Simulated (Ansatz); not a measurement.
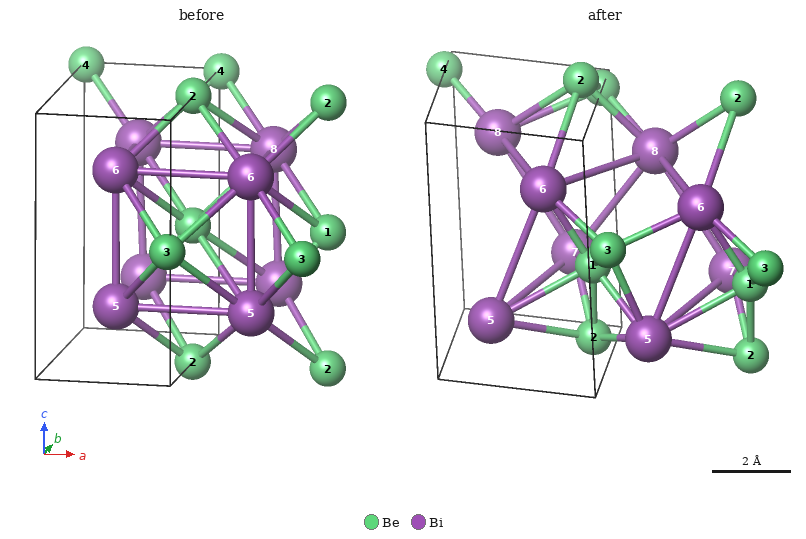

The structure of a crystal of BeBi (built on the caesium chloride_221 type) (coarse preliminary run) before (left) and after (right) a relaxation, at one scale.

The picture is a ball-and-stick view of the cell of the calculation, repeated 2 × 1 × 1 with one cell outlined, seen slightly off an axis.

These are results of DFT PBE, scalar-relativistic, plane waves, PAW in Ansatz 0.2.0, not measurements.

Input
```yaml
crystal:
  lattice:
    - [-0.0367895891, -0.0198170891, 3.5629495547]
    - [6.9776814462, 0.0495219068, -0.0735791783]
    - [0.0495219068, 6.9859335803, -0.0396341782]
  atoms:
    - { symbol: Be, position: [-0.0152928214, 0.502632781, 0.5064592022] }
    - { symbol: Be, position: [-0.0122596012, 0.4977772893, -0.0045824455] }
    - { symbol: Be, position: [-0.0268047667, 1.0091430132, 0.5018236969] }
    - { symbol: Be, position: [0.0181989051, 0.9891465101, -0.0071493971] }
    - { symbol: Bi, position: [0.5081121523, 0.2506206801, 0.2392400203] }
    - { symbol: Bi, position: [0.5050971187, 0.2430330606, 0.7528404389] }
    - { symbol: Bi, position: [0.5325690842, 0.7538702459, 0.2541004384] }
    - { symbol: Bi, position: [0.490379929, 0.7537764198, 0.757268046] }
basis:
  ecutwfc: 420
kpoints:
  mp_grid: { grid: [8, 4, 4] }
hamiltonian:
  xc: pbe
scf:
  occupations: { method: gaussian, width: 0.1 }
output:
  forces: true
  stress: true
  eigenvalues: true
relax:
  adjacent_minimum: "off"
  f_tol: 0.015
  max_steps: 120
  cell: { stress_tol: 0.15 }
```

Launched with:
```bash
ansatz run input.yaml --threads 1 --pin off --max-ram 2560MiB --backend cpu --events-out ev --progress --plain --runs-dir out
```

**Summarise the run.**

The run was cut off at its time limit before the relaxation converged, so the last structure is only a point on the way. Over 11 accepted moves (12 points after the start) the energy falls by 371 meV per atom. The largest force component goes from 0.22 to 0.29 eV/Å. The pressure goes from −1.97 to 0.04 GPa. The line search rejected the trial step at point 1 of the run. The largest move relative to the cell is that of Bi7, 1.04 Å roughly along [3 1 1]. Largest moves by element: Bi 1.04 Å, Be 1.00 Å. The volume changes by −0.9 %, with a 3.563 → 4.212 Å (+18.2 %), b 6.978 → 6.380 Å (−8.6 %), c 6.986 → 6.668 Å (−4.6 %), α 89.2° → 78.1°, β 90.6° → 98.2°, γ 91.2° → 98.8°. Near-neighbour distances that change, for instance: Be2–Bi6 3.118 → 5.256 Å, Be1–Bi8 3.087 → 4.787 Å, Bi5–Bi8 4.831 → 3.431 Å, Be1–Be2 3.571 → 2.216 Å. Among the angles between lasting bonds that change: Be1–Bi7–Be3 73.9° → 116.3°, Bi5–Be2–Bi8 108.4° → 70.1°, Be3–Bi6–Bi5 126.1° → 87.8°. The space group stays P1 (No. 1).
